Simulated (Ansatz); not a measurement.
**BH3O2 (SMILES OBO): HSE06/def2-TZVP**

What is the vertical ionisation energy of BH3O2 at HSE06/def2-TZVP? 

Program for the calculation: Ansatz 0.2.0.

54 further runs of the same task are left out: 54 set aside as unsound or not needed.

**1. The system as given**

BH3O2 has 6 atoms, charge 0, and is taken as a singlet. As SMILES, `OBO`. The shape is that of a PBE0-D4/def2-TZVP optimisation. This is one conformer, not always the lowest.

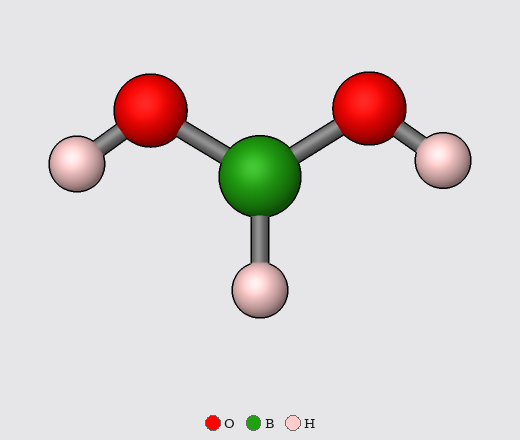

Viewed from a chosen angle; oxygen red, boron green, hydrogen pink.

**2. The energy at HSE06/def2-TZVP**

File molecule.yaml:

```yaml
crystal:
  periodic: [false, false, false]
  atoms:
    - {symbol: O, position_ang: [-1.176200, -0.524500, -0.251800]}
    - {symbol: B, position_ang: [0.049500, 0.028100, -0.072900]}
    - {symbol: O, position_ang: [0.580600, -0.053800, 1.172500]}
    - {symbol: H, position_ang: [-1.494700, -0.433500, -1.150600]}
    - {symbol: H, position_ang: [0.637800, 0.565600, -0.976100]}
    - {symbol: H, position_ang: [1.445200, 0.354100, 1.232800]}
basis:
  gaussian:
    orbitals: def2-TZVP
hamiltonian:
  xc: hse06
accuracy: high
output:
  orbitals: {seedname: orbitals}
```

Command:

```
ansatz run molecule.yaml --threads 1 --pin off --max-ram 3480MiB --events-out events.jsonl --progress --plain --runs-dir runs
```

What it wrote:

```text
Warning: RAYON_NUM_THREADS=1 ignored (pool sized by the plan → 1); use --threads N
Functional definition: HSE06
  name "HSE06"
  parameter a = 0.25
  parameter omega = 0.11/bohr
  exchange = pbe_x - a*pbe_x_sr(omega) + a*exact_x_sr(omega)
  correlation = pbe_c
1972 factors; integrals over basis functions are off by at most 3.6e-9 eV
80 factors; integrals over basis functions are off by at most 2.0e-9 eV
mean field evaluation 1: about -4811.5544 eV, gradient 6.5e1 eV
mean field evaluation 2: about -4800.2585 eV, gradient 1.0e2 eV
mean field evaluation 4: about -4818.3644 eV, gradient 2.2e0 eV
mean field evaluation 8: about -4818.3767 eV, gradient 5.3e-2 eV
mean field evaluation 16: about -4818.3767 eV, gradient 6.4e-7 eV
mean field -4818.37666911 eV, -177.0720765767 hartree, gradient 6.7e-8 eV, S^2 0.000000; 0 other end points of the search recorded, 0 dependent functions left out
reference -4818.37667262 eV, -177.0720767060 hartree; 12, 12 occupied and 99, 99 virtual orbitals, 1972 factors
Total energy: -4818.37667262 eV, -177.0720767060 hartree
```

Run time: 2.9 s. Hardware: 1 thread of AMD EPYC 9R45 (Zen 5), shared host; peak memory 0.31 GiB.

**3. The doublet cation at the same level**

File job.yaml:

```yaml
crystal:
  periodic: [false, false, false]
  atoms:
    - {symbol: O, position_ang: [-1.176200, -0.524500, -0.251800]}
    - {symbol: B, position_ang: [0.049500, 0.028100, -0.072900]}
    - {symbol: O, position_ang: [0.580600, -0.053800, 1.172500]}
    - {symbol: H, position_ang: [-1.494700, -0.433500, -1.150600]}
    - {symbol: H, position_ang: [0.637800, 0.565600, -0.976100]}
    - {symbol: H, position_ang: [1.445200, 0.354100, 1.232800]}
basis:
  gaussian:
    orbitals: def2-TZVP
total_charge: 1
magnetization:
  spin_polarized: true
  initial_magnetization: 1
hamiltonian:
  xc: {name: HSE06}
accuracy: high
output: {orbitals: {seedname: orbitals}}
```

Command:

```
ansatz run job.yaml --threads 1 --pin off --max-ram 3480MiB --events-out events.jsonl --progress --plain --runs-dir runs
```

What it wrote, cut to the lines that bear on the results:

```text
Warning: RAYON_NUM_THREADS=1 ignored (pool sized by the plan → 1); use --threads N
[... 6 set-up lines as earlier in the session ...]
1972 factors; integrals over basis functions are off by at most 3.6e-9 eV
80 factors; integrals over basis functions are off by at most 2.0e-9 eV
mean field evaluation 1: about -4788.1832 eV, gradient 7.5e1 eV
mean field evaluation 2: about -4730.6653 eV, gradient 1.4e2 eV
mean field evaluation 4: about -4805.8640 eV, gradient 1.1e1 eV
mean field evaluation 8: about -4806.5473 eV, gradient 4.5e-1 eV
mean field evaluation 16: about -4806.5481 eV, gradient 3.2e-4 eV
mean field evaluation 32: about -4806.5563 eV, gradient 2.3e-8 eV
mean field -4806.55628634 eV, -176.6376855223 hartree, gradient 3.4e-8 eV, S^2 0.761239; 2 other end points of the search recorded, 0 dependent functions left out
reference -4806.55628955 eV, -176.6376856402 hartree; 12, 11 occupied and 99, 100 virtual orbitals, 1972 factors
Total energy: -4806.55628955 eV, -176.6376856402 hartree
```

It took 13 s on 1 thread of AMD EPYC 9R45 (Zen 5), shared host; peak memory 0.4 GiB.

**4. Summary of results**

Level: HSE06/def2-TZVP.

| quantity | value |
| --- | --- |
| singlet BH3O2: total energy | -177.07208 Eh |
| singlet BH3O2: HOMO energy | -8.73 eV |
| singlet BH3O2: LUMO energy | 0.53 eV |
| singlet BH3O2: HOMO–LUMO gap | 9.26 eV |
| doublet cation: total energy | -176.63769 Eh |
| doublet cation: HOMO energy (highest over α and β) | -16.80 eV |
| doublet cation: LUMO energy (lowest over α and β) | -14.89 eV |
| doublet cation: ⟨S²⟩ | 0.761 |
| vertical ionisation energy (to the doublet cation) | 11.820 eV |

What this shows: Removing an electron at fixed nuclei costs 11.82 eV (273 kcal/mol). −ε(HOMO) before ionisation, 8.73 eV, is 3.09 eV below this ionisation energy.
